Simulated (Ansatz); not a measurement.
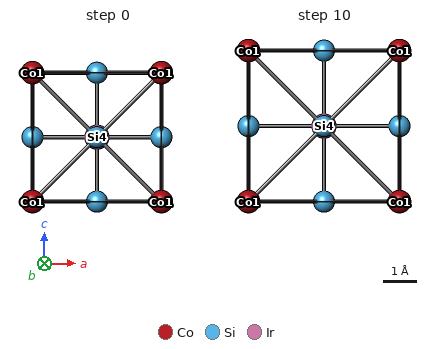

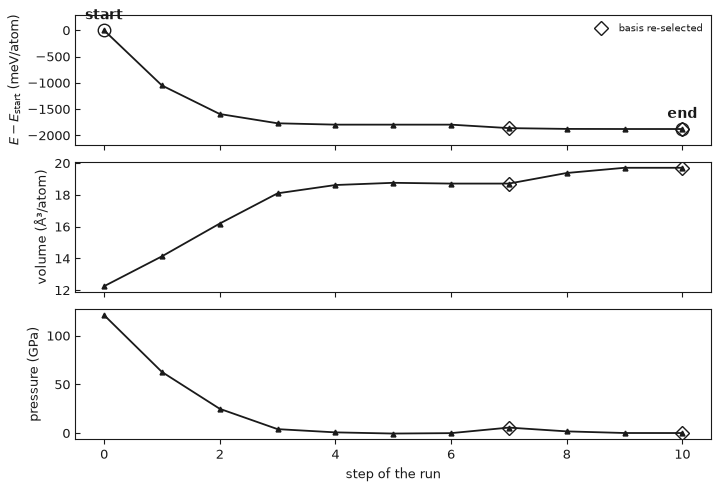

First and last geometry of a relaxation of solid CoSi3Ir (a generated structure, set up in Pm-3m) (coarse preliminary run), with the history of the run. Style: ball-and-stick. Shown: the cell of the calculation, along the b axis.

These are results of Ansatz, DFT PBE, scalar-relativistic, plane waves, PAW, not measurements. (plane-wave cutoff 420 eV; k-point mesh 4 × 4 × 4; occupations gaussian; smearing width 0.1 eV; collinear spin; cell and atoms relaxed; force threshold 0.04 eV/Å; at most 70 steps)

**What do the curves and the structures tell?**

It converged. The atoms keep their places relative to the cell (all moves are under 0.005 Å). The volume changes by +60.8 %, with a = b = c 3.942 → 4.619 Å (+17.2 %). Near-neighbour distances that change, for instance: Co–Si 2.788 → 3.266 Å, Si–Si 2.788 → 3.266 Å, Ir–Si 1.971 → 2.310 Å. The space group stays Pm-3m (No. 221). The energy falls by 1879 meV per atom in 8 accepted moves (10 points after the start). All forces vanish by symmetry, so only the cell relaxes. The pressure goes from 121.20 to 0.11 GPa. The SCF was repeated twice at an unchanged geometry on a basis and grid sized afresh for the cell, which shifted the energy by 65.9 meV per atom at most. The program noted that the starting moments weren't kept. The run may lie on a higher electronic state than the lowest, so the end point isn't shown to be the ground-state structure. The run took 2.3 min on 1 thread of AMD EPYC (Zen 3), on a shared host, peak memory 0.46 GiB.

```csv
step,"E − E(0), meV/atom","pressure, GPa","volume, Å³/atom",note
0,0.00,121.20,12.254,
1,-1049.24,62.85,14.134,
2,-1592.90,25.00,16.198,
3,-1769.55,4.11,18.102,
4,-1795.24,0.79,18.624,
5,-1795.35,-0.42,18.764,
6,-1795.43,0.00,18.715,
7,-1861.32,5.70,18.715,"same geometry, new basis"
8,-1876.45,1.82,19.381,
9,-1878.26,0.14,19.709,
10,-1878.62,0.11,19.709,"same geometry, new basis"
```

Limits of the set-up: the k-point mesh is coarse for a cell with partly filled bands.
